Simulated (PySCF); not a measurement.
**C₄H₈AlBO₂: density, localisation and related maps**

Input file:

```
{"job": {"kind": "nmr", "xc": "PBE0", "basis": "pcSseg-1"}, "charge": 0, "multiplicity": 1}
B      3.909708    -0.234476    -0.632455
C      2.416576     0.051711    -0.346942
C      1.547347    -0.867657     0.112943
Al    -0.315843    -0.353612     0.423300
O     -1.070660     1.153373     0.159117
C     -2.429125     1.103367     0.504647
C     -2.809249    -0.327992     1.034830
O     -1.690238    -1.173759     1.007730
H      4.338322    -1.308539    -0.458517
H      4.608033     0.618022    -1.022459
H      2.019445     1.048684    -0.520216
H      1.898180    -1.879161     0.302685
H     -2.626579     1.850426     1.279962
H     -3.030228     1.343302    -0.378101
H     -3.596496    -0.758479     0.408300
H     -3.176790    -0.256267     2.063293
```

Run with:

```sh
OMP_NUM_THREADS=1 python probes_run.py task.json out
```

Geometry: GFN2-xTB.

Method: PBE0/pcSseg-1, SCF density, gas phase, non-relativistic (PySCF 2.14.0).

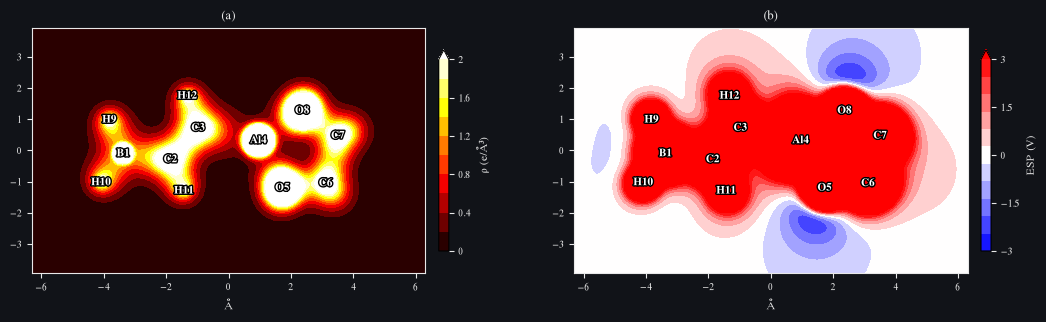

Figure 1. (a) total electron density; (b) molecular electrostatic potential on the plane of atoms O5, Al4 and O8.

> Read the bonding off the picture.

The section cuts through B, C, Al, O and H sites.
C–C (1.35 Å): ρ at the midpoint is about 2.2 e/Å³.
C–O (1.40 Å): ρ at the midpoint is about 2.1 e/Å³, with its minimum of 1.8 e/Å³ about 0.5 Å from C.
C–B (1.55 Å): ρ is about 1.5 e/Å³ halfway.
Al–O (1.70 Å): ρ at the midpoint is about 0.89 e/Å³.
C–Al (1.96 Å): the density is about 0.72 e/Å³ at the midpoint.
Outside the dense part of the molecule the potential is most negative (−2.3 V) near O8.

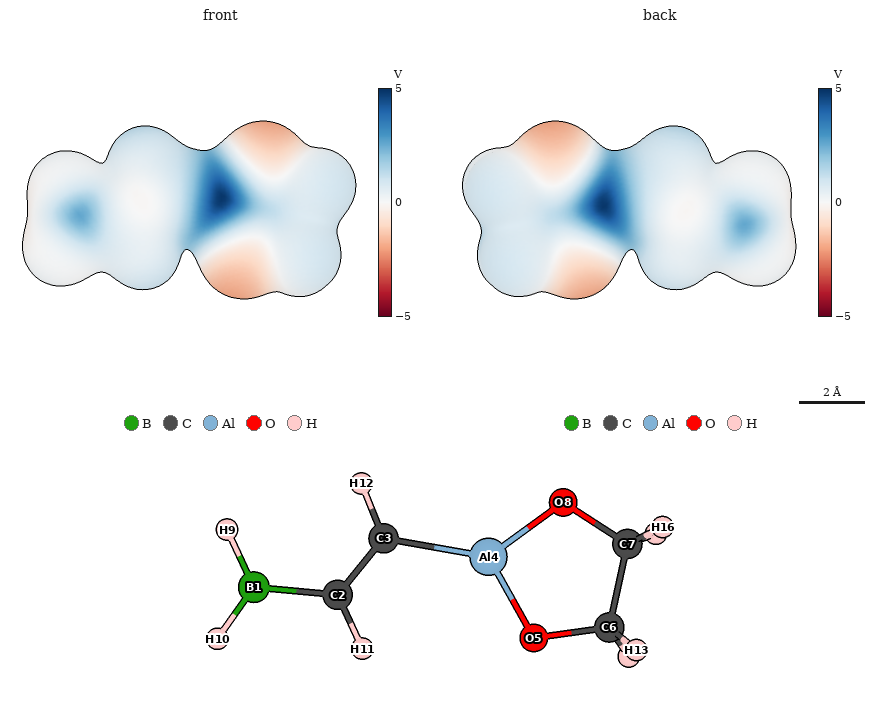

Figure 2. The electrostatic potential painted on the density surface at 0.004 e/bohr³, seen from the front and from behind; red is negative and blue positive. The bare structure is drawn below in the same view.

> Describe the electrostatic potential map.

The most negative region (about −1.9 V, or −44 kcal/mol for a unit charge) lies over O5 and O8, the most positive (about +4.6 V, or +106 kcal/mol for a unit charge) over Al4.

> How polar is the molecule by this calculation?

Its dipole moment is 0.43 D.
